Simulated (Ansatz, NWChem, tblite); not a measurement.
BrCl (bromine chloride): methods side by side

BrCl: 2 atoms, total charge 0, spin state singlet. SMILES: `ClBr`. The bond length is the measured one.

```xyz
2

Cl    0.0000    0.0000    0.0000
Br    2.1361    0.0000    0.0000
```

Quantity: the vertical ionisation energy (to the doublet cation), in eV. The values are calculated.

| level | kind | program | value (eV) | CPU time (all runs) |
| --- | --- | --- | --- | --- |
| IPEA1-xTB | semi-empirical | tblite | 16.77 | under 2 s |
| GFN2-xTB | semi-empirical | tblite | 15.96 | under 2 s |
| HF/def2-TZVP | Hartree–Fock | Ansatz | 10.47 | 7.3 s |
| PBEsol/ANO-RCC-MB (sfX2C) | GGA | Ansatz | 12.11 | 9.9 s |
| PBEsol/ANO-RCC-VDZ (sfX2C) | GGA | Ansatz | 10.89 | 15 s |
| PBEsol/ANO-RCC-VDZP (sfX2C) | GGA | Ansatz | 10.69 | 18 s |
| PBEsol/ANO-RCC-VTZP (sfX2C) | GGA | Ansatz | 10.69 | 12 s |
| PBEsol/ANO-RCC-VQZP (sfX2C) | GGA | Ansatz | 10.69 | 23 s |
| r2SCAN/def2-SVPD | meta-GGA | NWChem | 11.06 | 29 s |
| r2SCAN/def2-TZVP | meta-GGA | NWChem | 10.88 | 66 s |

All-electron rows without a relativistic Hamiltonian named are non-relativistic. Spin-orbit coupling, which can split open shells on such heavy atoms by tenths of an eV, is left out. The values span 10.47 to 16.77 eV. The xTB values lack the empirical shift that such differences need. Without the sets that lack polarisation functions the rows with a basis span only 10.47 to 11.06 eV. Times are those of the runs behind each value, whatever else they computed, on shared processors of several kinds: orders of magnitude only.

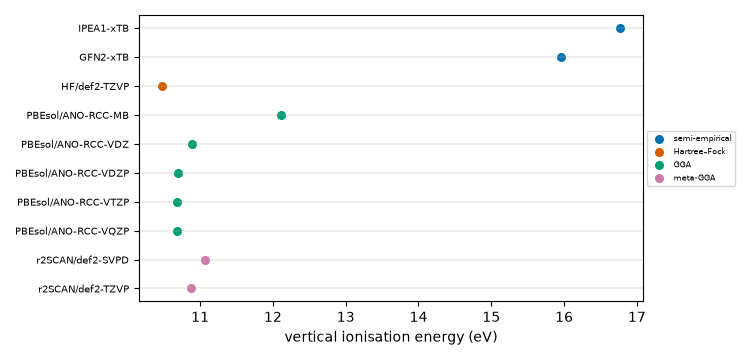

The values of the table, level by level.
